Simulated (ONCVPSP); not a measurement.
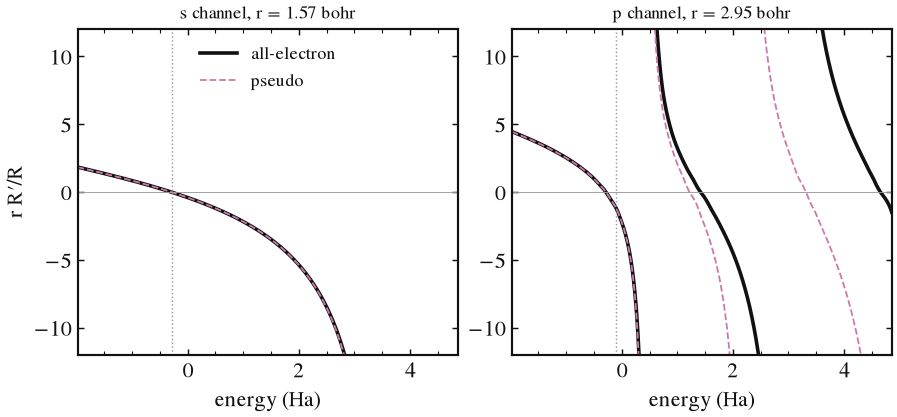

Logarithmic derivatives r R′/R at the test radius against energy, all-electron atom (solid) and pseudo-atom (dashed). Here R(r) is the radial function. The dotted line marks the reference energy of the channel.

* Element: Al
* Generator: ONCVPSP 4.0.1
* Type: optimised norm-conserving Vanderbilt (ONCV)
* Functional: PBEsol
* Relativity: scalar-relativistic
* Frozen core: [Ne]
* Valence charge: 3
* Reference configuration: 3s2 3p1
* Partial waves: 3s: rc 1.55 bohr, ncon 3, nbas 6, qcut 5.5 1/bohr, 2 projectors, debl 0.5 Ha; 3p: rc 2.90 bohr, ncon 5, nbas 10, qcut 2.7 1/bohr, 1 projector
* Local potential: polynomial inside 1.40 bohr (lpopt 5, dvloc0 0 Ha)
* Core correction: Teter function, fcfact 2.75, rcfact 1.7

**Where do the curves cross zero?**

s: all-electron -0.3 Ha, pseudo -0.3 Ha; p: all-electron -0.3, 1.4 and 4.7 Ha, pseudo -0.3, 1.2 and 3.3 Ha.

**Where are the poles, the energies at which the radial function vanishes at the test radius?**

s: all-electron at 3.8 Ha, pseudo at 3.8 Ha; p: all-electron at 0.5 and 3.0 Ha, pseudo at 0.4 and 2.2 Ha.

The potential isn't sound: its ghost test gives GHOST(-) flagged for s at -117.6 eV; no localised positive-energy state flagged.
